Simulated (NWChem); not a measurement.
# BHO2 (oxoborinic acid) at 6 levels

We compute a comparison of 6 runs (M06-2X/def2-TZVPP, B2PLYP/def2-TZVPP, B3LYP/def2-TZVPP, BHLYP/def2-TZVPP, PBE0/def2-TZVPP, wB97X/def2-TZVPP) of BHO2 (oxoborinic acid). 

Program for the calculation: NWChem 7.3.0.

### Step 1. The structure to begin with

The species is BHO2 (4 atoms), meant as a singlet with charge 0. As SMILES, `O=BO`. The coordinates come from a PBE0-D4/def2-TZVP relaxation.

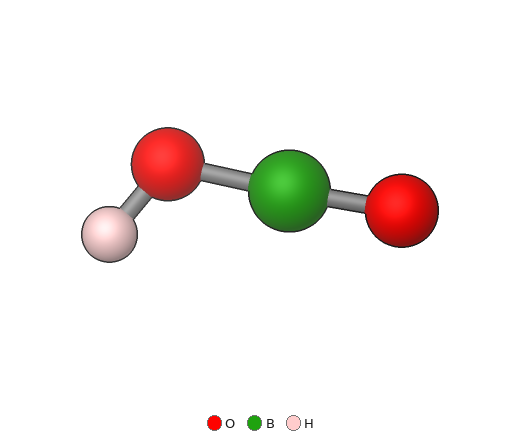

Viewed from a chosen angle; oxygen red, boron green, hydrogen pink.

### Step 2. Energy and gradient at M06-2X/def2-TZVPP (run 1)

Contents of bho2.nw:

```
start bho2
title "BHO2"
memory 2200 mb
geometry units angstroms noautosym nocenter noautoz
O       -1.555100       0.523500       0.428500
B       -0.423900       0.132000       0.248600
O        0.816700      -0.302000       0.108600
H        1.162300      -0.353500      -0.785700
end
basis spherical bse
* library def2-TZVPP
end
dft
xc m06-2x
grid fine
convergence energy 1e-08
maxiter 100
mulliken
print low
end
task dft gradient
```

Launch:

```console
$ nwchem bho2.nw > bho2.out
```

The log of the run:

```text
[...]
 d= 0,ls=0.0,diis     1   -175.8767866836 -2.30D+02  8.89D-03  1.01D+00     2.1
[...]
 d= 0,ls=0.0,diis    10   -176.0002000414 -2.42D-09  4.19D-07  6.52D-09    16.9
         Total DFT energy =     -176.000200041381
      One electron energy =     -347.764490383628
           Coulomb energy =      139.369883861494
    Exchange-Corr. energy =      -21.611174006396
 Nuclear repulsion energy =       54.005580487150
[...]
      Total Density - Mulliken Population Analysis
     ---------------------------------------------
    Atom       Charge   Shell Charges
 -----------   ------   -------------------------------------------------------
    1 O    8     8.26   0.79  1.18  0.61  0.84  0.35  1.86  1.78  0.83  0.00  0.01  0.00
    2 B    5     4.71   0.92  1.05  0.54  0.16  0.01  1.03  0.60  0.09  0.11  0.16  0.05
    3 O    8     8.28   0.79  1.18  0.58  0.85  0.31  1.92  1.87  0.75  0.00  0.01  0.00
    4 H    1     0.74   0.25  0.37  0.03  0.02  0.07  0.01
[...]
                         DFT ENERGY GRADIENTS
    atom               coordinates                        gradient
                 x          y          z           x          y          z
   1 O      -2.938713   0.989272   0.809748   -0.006374   0.002171   0.001453
   2 B      -0.801055   0.249444   0.469786    0.006945  -0.002300  -0.002391
   3 O       1.543339  -0.570697   0.205224   -0.000071  -0.000085   0.001360
   4 H       2.196429  -0.668018  -1.484758   -0.000500   0.000214  -0.000422
 Task  times  cpu:       25.4s     wall:       25.4s
 Total times  cpu:       25.4s     wall:       25.4s
```

Run time: 26 s. Hardware: 1 thread of AMD EPYC 7R43 (Zen 3), shared host; peak memory 0.12 GiB.

### Step 3. The energy at B2PLYP/def2-TZVPP (run 2)

Contents of bho2.nw:

```
start bho2
title "BHO2"
memory 2200 mb
charge 0

geometry units angstrom noautosym nocenter noautoz
  O    -1.555100    0.523500    0.428500
  B    -0.423900    0.132000    0.248600
  O     0.816700   -0.302000    0.108600
  H     1.162300   -0.353500   -0.785700
end

basis spherical bse
  O library def2-TZVPP
  B library def2-TZVPP
  H library def2-TZVPP
end

dft
  xc hfexch 0.53 becke88 0.47 lyp 0.73 mp2 0.27
  dftmp2 semidirect
  grid fine
  convergence energy 1e-08
  maxiter 100
  mulliken
end

mp2
  freeze core 3
end

task dft energy
```

Launch:

```console
$ nwchem bho2.nw > bho2.out
```

The log of the run:

```text
[...]
          Wavefunction type:  closed shell.
          No. of atoms     :     4
          No. of electrons :    22
[...]
          Charge           :     0
          Spin multiplicity:     1
[...]
          AO basis - number of functions:   107
[...]
              XC Information
              --------------
                     Hartree-Fock (Exact) Exchange  0.530
                    Becke 1988 Exchange Functional  0.470
              Lee-Yang-Parr Correlation Functional  0.730
[...]
 d= 0,ls=0.0,diis     1   -175.6523203925 -2.30D+02  7.95D-03  9.62D-01     3.3
[...]
 d= 0,ls=0.0,diis    10   -175.7667439721 -3.61D-09  4.27D-07  2.54D-09    18.1
         Total DFT energy =     -175.766743972111
      One electron energy =     -347.844579753628
           Coulomb energy =      139.466374485482
    Exchange-Corr. energy =      -21.394119191115
 Nuclear repulsion energy =       54.005580487150
[...]
      Total Density - Mulliken Population Analysis
     ---------------------------------------------
    Atom       Charge   Shell Charges
 -----------   ------   -------------------------------------------------------
    1 O    8     8.31   0.79  1.18  0.61  0.86  0.34  1.86  1.79  0.86  0.00  0.02  0.00
    2 B    5     4.61   0.92  1.06  0.55  0.07  0.01  1.01  0.61  0.10  0.12  0.13  0.05
    3 O    8     8.32   0.79  1.18  0.58  0.87  0.31  1.93  1.89  0.77  0.00  0.01  0.00
    4 H    1     0.76   0.25  0.37  0.03  0.02  0.07  0.01
[...]
  Basis functions       =    107
[...]
```

Run time: 23 s. Hardware: 1 thread of AMD EPYC 7R43 (Zen 3), shared host; peak memory 0.27 GiB.

Runs 3 to 5 aren't shown in full; the table further down has their settings and results.

### Step 4. Energy and forces at wB97X/def2-TZVPP (run 6)

Contents of run.py:

```python
from ase import Atoms
from ase.calculators.nwchem import NWChem

system = Atoms(['O', 'B', 'O', 'H'], positions=[
    [-1.555100, 0.523500, 0.428500],
    [-0.423900, 0.132000, 0.248600],
    [0.816700, -0.302000, 0.108600],
    [1.162300, -0.353500, -0.785700],
])

calc = NWChem(
    label='bho2',
    theory='dft',
    memory='2200 mb',
    basis='def2-TZVPP',
    basispar='spherical bse',
    dft={'xc': 'wb97x', 'mult': '1', 'grid': 'fine', 'convergence': 'energy 1e-08', 'iterations': '100', 'mulliken': None},
)
system.calc = calc

forces = system.get_forces()
print(f"energy = {system.get_potential_energy():.6f} eV")
print("forces (eV/A):")
for s, f in zip(system.symbols, forces):
    print(f"{s:2s} {f[0]:10.5f} {f[1]:10.5f} {f[2]:10.5f}")
print("dipole (e A):", system.get_dipole_moment().round(4))
```

Launch:

```console
$ export ASE_NWCHEM_COMMAND="nwchem PREFIX.nwi > PREFIX.nwo"
$ python run.py
```

The log of the run:

```text
energy = -4789.597694 eV
forces (eV/A):
O     0.00890   -0.00216   -0.01301
B    -0.17463    0.05770    0.06202
O     0.20445   -0.05574   -0.21746
H    -0.03872    0.00021    0.16846
dipole (e A): [ 0.6671 -0.2052 -0.4222]
```

The calculator wrote bho2.nwi:

```
title "bho2"

permanent_dir bho2

scratch_dir bho2

start bho2

geometry units angstrom nocenter noautosym noautoz
  O  -1.5550999999999999e+00 5.2349999999999997e-01 4.2849999999999999e-01
  B  -4.2390000000000000e-01 1.3200000000000001e-01 2.4859999999999999e-01
  O  8.1669999999999998e-01 -3.0199999999999999e-01 1.0860000000000000e-01
  H  1.1623000000000001e+00 -3.5349999999999998e-01 -7.8569999999999995e-01
end

memory 2200 mb

basis spherical bse noprint
   * library def2-TZVPP
end

dft
  xc wb97x
  mult 1
  grid fine
  convergence energy 1e-08
  iterations 100
  mulliken
end

task dft gradient
```

bho2.nwo:

```text
Northwest Computational Chemistry Package (NWChem) 7.3.0
             --------------------------------------------------------

           Job information
           ---------------

    nwchem branch   = 7.3.0
    use scalapack   = T
    input           = bho2.nwi
    prefix          = bho2.
    data base       = bho2/bho2.db
    status          = startup
    nproc           =        1

           Memory information
           ------------------

    heap     =     72089598 doubles =      550.0 Mbytes
    stack    =     72089595 doubles =      550.0 Mbytes
    global   =    144179200 doubles =     1100.0 Mbytes (distinct from heap & stack)
    total    =    288358393 doubles =     2200.0 Mbytes
    verify   = yes
    hardfail = no

[... 92 lines left out ...]
  convergence criterion.
[... 46 lines left out ...]
          Spatial weights used:  Erf1
[... 73 lines left out ...]
         Total DFT energy =     -176.014470178546
[... 3 lines left out ...]
 Nuclear repulsion energy =       54.005580487150
[... 820 lines left out ...]
          Convergence on gradient requested:  5.00D-04
[... 32 lines left out ...]
          total energy or number of iterations.
[... 32 lines left out ...]
                         DFT ENERGY GRADIENTS

    atom               coordinates                        gradient
                 x          y          z           x          y          z
   1 O      -2.938713   0.989272   0.809748   -0.000173   0.000042   0.000253
   2 B      -0.801055   0.249444   0.469786    0.003396  -0.001122  -0.001206
   3 O       1.543339  -0.570697   0.205224   -0.003976   0.001084   0.004229
   4 H       2.196429  -0.668018  -1.484758    0.000753  -0.000004  -0.003276

                 ----------------------------------------
                 |  Time  |  1-e(secs)   |  2-e(secs)   |
                 ----------------------------------------
                 |  CPU   |       0.01   |      71.96   |
                 ----------------------------------------
                 |  WALL  |       0.01   |      71.96   |
                 ----------------------------------------

 Task  times  cpu:      155.5s     wall:      155.5s
 Total times  cpu:      155.6s     wall:      155.6s
```

Run time: 2.6 min. Hardware: 1 thread of AMD EPYC 7R43 (Zen 3), shared host; peak memory 0.11 GiB.

### Step 5. All runs side by side

```
run              level      task  frozen core orbitals  energy (Eh)  largest force (eV/Å)  wall time
  1  M06-2X/def2-TZVPP  gradient                     –  -176.000200                 0.396       26 s
  2  B2PLYP/def2-TZVPP    energy                     3  -175.949486                     –       23 s
  3   B3LYP/def2-TZVPP  gradient                     –  -176.069298                 0.121       24 s
  4   BHLYP/def2-TZVPP  gradient                     –  -175.978741                 1.045       23 s
  5    PBE0/def2-TZVPP  gradient                     –  -175.865238                 0.112       20 s
  6   wB97X/def2-TZVPP  gradient                     –  -176.014470                 0.304    2.6 min
```

### Step 6. Results

| quantity | value |
| --- | --- |
| run 6: total energy | -176.01447 Eh |
| run 6: dipole moment | 3.92 D |
| run 6: HOMO energy | -11.89 eV |
| run 6: LUMO energy | 1.60 eV |
| run 6: HOMO–LUMO gap | 13.49 eV |
| run 6: largest force on an atom | 0.304 eV/Å |

Over runs 2, 3, 4, 5, 6 the dipole moment (its size) runs from 3.85 D (B3LYP/def2-TZVPP) to 4.01 D (B2PLYP/def2-TZVPP). A double hybrid's value is that of its SCF part. Over runs 2, 3, 4, 5, 6 the HOMO–LUMO gap runs from 8.24 eV (B3LYP/def2-TZVPP) to 13.49 eV (wB97X/def2-TZVPP). Totals of different functionals can't be ranked against each other. All runs together took 4.5 min, the longest 2.6 min.
